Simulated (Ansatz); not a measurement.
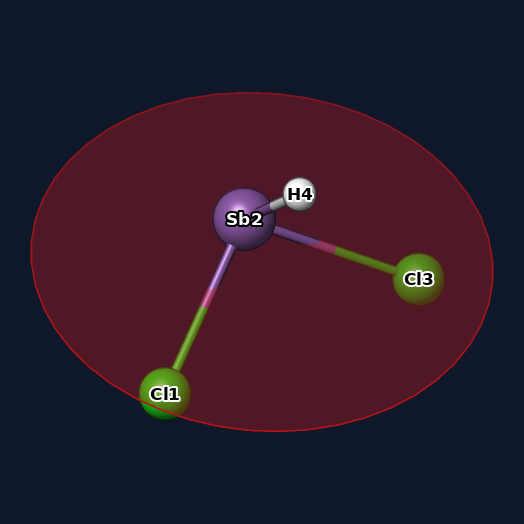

A disc through the centre of mass is drawn in. Distant atoms are faded towards the background colour. The computed structure is the end point of a PBE-D4/def2-SVP optimisation. No frequency run is at hand to confirm it as a minimum.

Q: Is the plane of the disc a mirror plane of the structure?

A: No. The point group is Cs, with 1 mirror plane, and this plane isn't one of its mirror planes.
